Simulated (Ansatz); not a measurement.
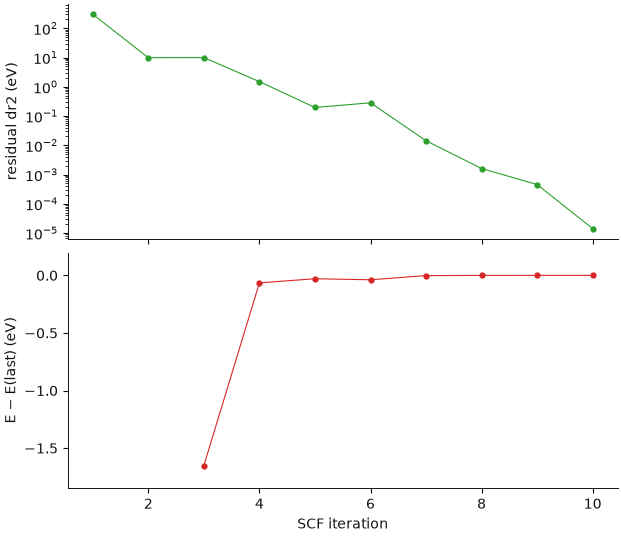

The plot shows the SCF iterations of a calculation: density residual dr2, Harris–Foulkes energy less its last value. The first two energies lie far off the scale and aren't drawn.

LuScN₂ (4 atoms in the cell), run with Ansatz.

```
crystal:
  lattice:
    - [3.1642394104, 0.0, 0.0]
    - [0.0, 3.1642394104, 0.0]
    - [0.0, 0.0, 6.363804158]
  atoms:
    - { symbol: Lu, position: [0.5, 0.5, 0.1694437328] }
    - { symbol: Sc, position: [0.5, 0.5, 0.7643002912] }
    - { symbol: "N", position: [0.5, 0.5, 0.4815007603] }
    - { symbol: "N", position: [0.0, 0.0, 0.9868037358] }
kpoints:
  mp_grid: { grid: [14, 14, 8] }
hamiltonian:
  xc: pbe
  pseudopotentials: { kind: paw, source: jth }
scf:
  occupations: { method: gaussian, width: 0.1 }
  initial_density: { chi_scale: 0.3 }
  convergence: { dr2_threshold: 1.0e-05 }
output:
  forces: true
  eigenvalues: true
  stress: true
```

Command:
```bash
ansatz run input.yaml --threads 1 --pin off --max-ram 2560MiB --backend cpu --events-out ev --progress --plain --runs-dir out
```

Was self-consistency reached?

It was still iterating, at step 10, when the time limit ended it. The residual goes from 300 at the first step to 1.4 × 10⁻⁵ at the last.

What is the residual at the start and at the end?

It starts near 300 and ends near 10⁻⁵ eV.
